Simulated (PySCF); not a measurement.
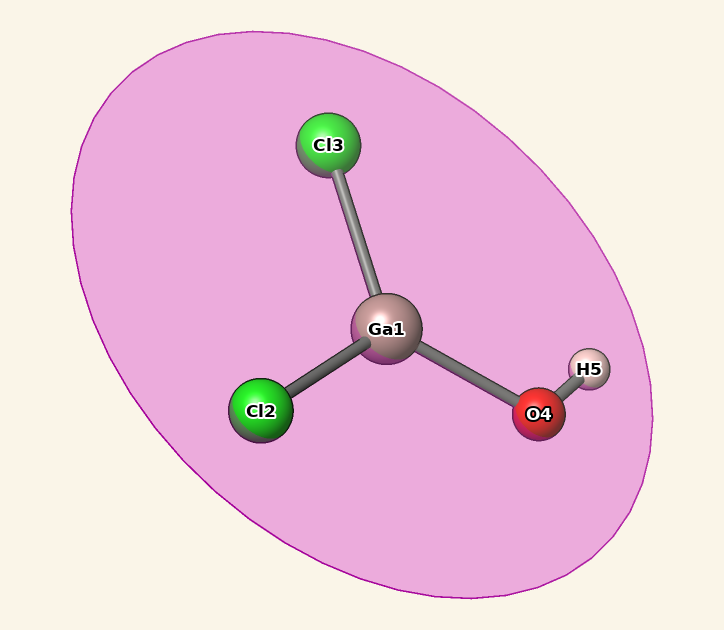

A disc through the centre of mass is drawn in. Atoms fade into the background with distance from the viewer. Computed geometry: PBE0-D3(BJ)/def2-SVP optimisation. No frequency run is at hand to confirm it as a minimum.

Is the plane of the disc a mirror plane of the structure?

Yes. The reflection leaves Ga1, Cl2, Cl3, O4, H5 in place. The point group is Cs.
